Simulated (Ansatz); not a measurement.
**U-wB97X/STO-3G run of GeH3O (SMILES [O][GeH3])**

Aim: the energy change on altering one bond length of GeH3O at U-wB97X/STO-3G, from 2 runs. 

Program for the calculation: Ansatz 0.2.0.

80 further runs of the same task are left out: 25 that didn't finish, 55 set aside as unsound or not needed.

## 1. The system as given

GeH3O has 5 atoms, charge 0, and is taken as a doublet. SMILES: `[O][GeH3]`. The shape is that of a PBE0-D4/def2-TZVP optimisation.

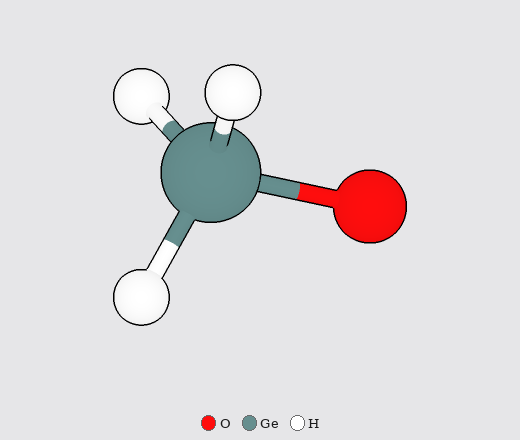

Viewed from a chosen angle; oxygen red, germanium teal, hydrogen white.

## 2. The energy at U-wB97X/STO-3G

The input, input.yaml:

```yaml
crystal:
  periodic: [false, false, false]
  atoms:
    - {symbol: O, position_ang: [-1.443900, 0.418600, 0.777300]}
    - {symbol: Ge, position_ang: [0.072300, -0.056300, -0.056900]}
    - {symbol: H, position_ang: [-0.162200, -0.091200, -1.574700]}
    - {symbol: H, position_ang: [0.548000, -1.418100, 0.471500]}
    - {symbol: H, position_ang: [1.035700, 1.073400, 0.341400]}
basis:
  gaussian: {orbitals: STO-3G}
magnetization: {spin_polarized: true, initial_magnetization: 1}
hamiltonian: {xc: {name: wB97X}}
accuracy: high
```

Started as:

```console
ansatz run input.yaml --threads 1 --pin off --max-ram 2610MiB --events-out events.jsonl --progress --plain --runs-dir runs
```

The program printed:

```text
Warning: RAYON_NUM_THREADS=1 ignored (pool sized by the plan → 1); use --threads N
Functional definition: wB97X
  name "wB97X"
  parameter omega = 0.3/bohr
  parameter cx = 0.157706
  parameter cx1 = 0.726479
  parameter cx2 = 1.04760
  parameter cx3 = -5.70635
  parameter cx4 = 13.2794
  parameter css1 = -4.33879
  parameter css2 = 18.2308
  parameter css3 = -31.7430
  parameter css4 = 17.2901
  parameter cos1 = 2.37031
  parameter cos2 = -11.3995
  parameter cos3 = 6.58405
  parameter cos4 = -3.78132
  exchange = spin_sum(e_x_unif_sr(omega)*poly(b97_u_x, 1 - cx, cx1, cx2, cx3, cx4)) + cx*exact_x_sr(omega)
      + exact_x_lr(omega)
  correlation = spin_sum(e_c_pw_same_spin*poly(b97_u_same, 1, css1, css2, css3, css4))
      + integral(e_c_pw_opposite_spin*poly(b97_u_opposite, 1, cos1, cos2, cos3, cos4))
384 factors; integrals over basis functions are off by at most 5.4e-9 eV
132 factors; integrals over basis functions are off by at most 5.9e-10 eV
mean field evaluation 1: about -57911.0648 eV, gradient 4.5e1 eV
mean field evaluation 2: about -57852.9763 eV, gradient 1.1e2 eV
mean field evaluation 4: about -57932.5137 eV, gradient 9.6e0 eV
mean field evaluation 8: about -57933.2258 eV, gradient 1.4e-1 eV
mean field evaluation 16: about -57933.2300 eV, gradient 5.8e-2 eV
mean field evaluation 32: about -57933.2338 eV, gradient 3.0e-6 eV
mean field -57933.23376874 eV, -2129.0070724449 hartree, gradient 5.7e-8 eV, S^2 0.753796; 2 other end points of the search recorded, 0 dependent functions left out
reference -57933.23376726 eV, -2129.0070723904 hartree; 22, 21 occupied and 4, 5 virtual orbitals, 384 factors
Total energy: -57933.23376726 eV, -2129.0070723904 hartree
```

Wall time 40 s (1 thread of Arm Neoverse V1, shared host); peak memory 0.41 GiB.

## 3. The distorted shape at the same level

The input, in.yaml:

```yaml
crystal:
  periodic: [false, false, false]
  atoms:
    - {symbol: O, position_ang: [-1.822914, 0.537314, 0.985830]}
    - {symbol: Ge, position_ang: [0.072300, -0.056300, -0.056900]}
    - {symbol: H, position_ang: [-0.162200, -0.091200, -1.574700]}
    - {symbol: H, position_ang: [0.548000, -1.418100, 0.471500]}
    - {symbol: H, position_ang: [1.035700, 1.073400, 0.341400]}
basis:
  gaussian:
    orbitals: STO-3G
magnetization:
  spin_polarized: true
  initial_magnetization: 1
hamiltonian:
  xc: {name: wB97X}
accuracy: high
```

Started as:

```console
ansatz run in.yaml --threads 1 --pin off --max-ram 2610MiB --events-out events.jsonl --progress --plain --runs-dir runs
```

The program printed, shortened:

```text
Warning: RAYON_NUM_THREADS=1 ignored (pool sized by the plan → 1); use --threads N
[... 2 set-up lines as earlier in the session ...]
[...]
      + exact_x_lr(omega)
[...]
      + integral(e_c_pw_opposite_spin*poly(b97_u_opposite, 1, cos1, cos2, cos3, cos4))
375 factors; integrals over basis functions are off by at most 2.6e-8 eV
132 factors; integrals over basis functions are off by at most 1.4e-9 eV
[...]
mean field -57931.83970102 eV, -2128.9558414011 hartree, gradient 1.9e-8 eV, S^2 0.793895; 2 other end points of the search recorded, 0 dependent functions left out
reference -57931.83969953 eV, -2128.9558413464 hartree; 22, 21 occupied and 4, 5 virtual orbitals, 375 factors
Total energy: -57931.83969953 eV, -2128.9558413464 hartree
```

It took 60 s on 1 thread of Arm Neoverse V1, shared host; peak memory 0.41 GiB.

## 4. Outcome

Level: U-wB97X/STO-3G.

```
                                                          quantity           value
                                         first shape: total energy  -2129.00707 Eh
                                                 first shape: ⟨S²⟩           0.754
                                     distorted shape: total energy  -2128.95584 Eh
                                             distorted shape: ⟨S²⟩           0.794
energy change with the O1–Ge2 bond stretched from 1.795 to 2.243 Å        1.394 eV
```

**Reading.** With the O1–Ge2 bond stretched from 1.795 to 2.243 Å the energy rises by 1.39 eV (135 kJ/mol). The first shape isn't relaxed at this level, so the change isn't measured from a minimum. The minimal basis adds a large error of its own.
